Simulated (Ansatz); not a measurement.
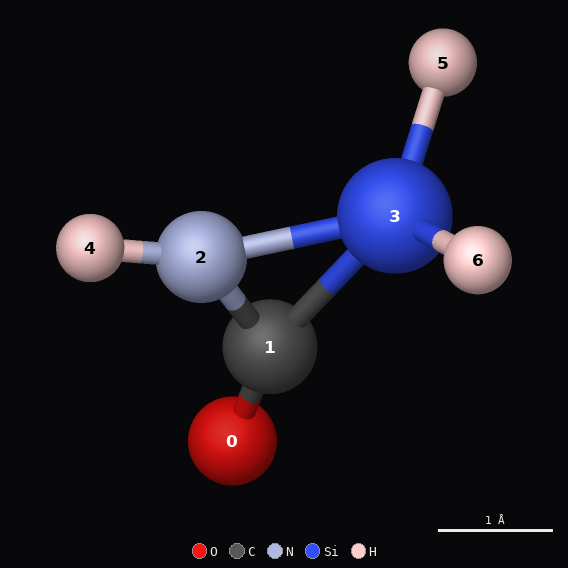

Starting geometry of the run. Atoms are numbered from 0, in the order of the input.

Ansatz 0.2.0 input:

```yaml
crystal:
  periodic: [false, false, false]
  atoms:
    - {symbol: O, position_ang: [-1.110295, -1.979368, 0.119265]}
    - {symbol: C, position_ang: [-0.528431, -0.938820, 0.044467]}
    - {symbol: N, position_ang: [0.528862, -0.345489, 0.652053]}
    - {symbol: Si, position_ang: [-0.071785, 0.781136, -0.531912]}
    - {symbol: H, position_ang: [1.136140, -0.681917, 1.389100]}
    - {symbol: H, position_ang: [-0.695742, 2.027291, -0.023465]}
    - {symbol: H, position_ang: [0.802551, 1.069266, -1.695208]}
basis:
  gaussian: {orbitals: "6-31++G**"}
total_charge: -1
magnetization: {spin_polarized: true, initial_magnetization: 1}
hamiltonian: {xc: {name: r2SCAN0}, dispersion: d3bjatm}
```

It was started with:

```sh
ansatz run in.yaml --threads 2 --pin off --events-out ev --progress --plain --max-ram 4352MiB
```

Result:

```
Functional definition: r2SCAN0
  name "r2SCAN0"
  cite "Bursch, Neugebauer, Ehlert & Grimme, J. Chem. Phys. 156, 134105 (2022) doi:10.1063/5.0086040"
  cite "Furness, Kaplan, Ning, Perdew & Sun, J. Phys. Chem. Lett. 11, 8208 (2020) doi:10.1021/acs.jpclett.0c02405"
  cite "Furness, Kaplan, Ning, Perdew & Sun, J. Phys. Chem. Lett. 11, 9248 (2020) doi:10.1021/acs.jpclett.0c03077"
  parent r2scan
  parameter a = 0.25
  parameter k0 = 0.174
  parameter k1 = 0.065
  parameter a1 = 4.9479
  exchange = (1 - a)*r2scan_x(k0 = k0, k1 = k1, a1 = a1) + a*exact_x
  correlation = r2scan_c
980 factors; their error is unknown
mean field evaluation 1: about -12493.1051 eV, gradient 2.1e1 eV
mean field evaluation 2: about -12492.4125 eV, gradient 2.5e1 eV
mean field evaluation 4: about -12494.9561 eV, gradient 2.0e0 eV
mean field evaluation 8: about -12494.9773 eV, gradient 1.1e-1 eV
mean field evaluation 16: about -12495.0277 eV, gradient 1.7e-3 eV
mean field -12495.02771280 eV, -459.1837990114 hartree, gradient 4.1e-5 eV, S^2 0.755051; 3 other end points of the search recorded, 0 dependent functions left out
reference -12495.02773964 eV, -459.1837999979 hartree; 20, 19 occupied and 78, 79 virtual orbitals, 980 factors
Total energy: -12495.06665941 eV, -459.1852302729 hartree
```

Self-consistency was reached.
